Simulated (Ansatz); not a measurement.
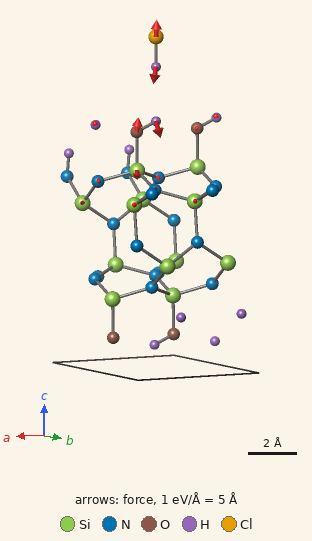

Starting geometry of a slab of composition Si₁₂H₉N₁₆ClO₄ (cut from the P6_3/m phase) with the computed forces as red arrows. The picture is a ball-and-stick view of the cell of the calculation, outlined in the plane, without the vacuum (origin shifted), seen from a free direction.

Case: 1 HCl a cell, inverted, over a top H site. The slab is the (1 0 0) face of Si3N4 with HCl on it. 14 atoms are held fixed.

These are results of DFT PBE+D3(BJ), scalar-relativistic, plane waves, PAW (Ansatz 0.2.0), not measurements. Set-up: plane-wave cutoff 420 eV; k-point mesh 3 × 2 × 1; occupations gaussian; smearing width 0.05 eV; no spin polarisation; dipole correction; atoms relaxed in a fixed cell; force threshold 0.04 eV/Å; at most 100 steps.

Question: Is this structure relaxed? If not, where do the atoms go?

Answer: It isn't relaxed: the largest force vector, on an H atom, is 0.15 eV/Å. The final displacements have little in common with the starting forces (cosine between the two patterns −0.05). The energy falls by 0.536 eV per cell of the calculation in 36 accepted moves (38 points after the start). Largest force component: 0.15 eV/Å at the start, 0.028 eV/Å at the end. The line search rejected the trial step at point 2 of the run. 1 step only repeated the SCF at the same geometry. The largest move is that of the Cl atom, 4.38 Å at 46° to the normal (−c side). By element the largest moves are Cl 4.38 Å, H 2.91 Å, O 0.08 Å, N 0.05 Å, Si 0.04 Å. The cell stays as it was. Among the contacts that change: Cl–H 1.283 → 1.346 Å, O–Si 1.668 → 1.696 Å, N–Si 1.734 → 1.724 Å, N–Si 1.714 → 1.708 Å. Among the angles between lasting bonds that change: Si–N–H 121.1° → 114.0°, Si–N–H 118.9° → 112.9°, Si–O–H 113.1° → 116.0°. Cost: 9 min on 4 threads of Intel(R) Xeon(R) 6975P-C (Granite Rapids), with other jobs on the host, peak memory 2.7 GiB.

Limits of the set-up: the periodic images lie only 5.8 Å apart, so the values are limited by the cell's size.
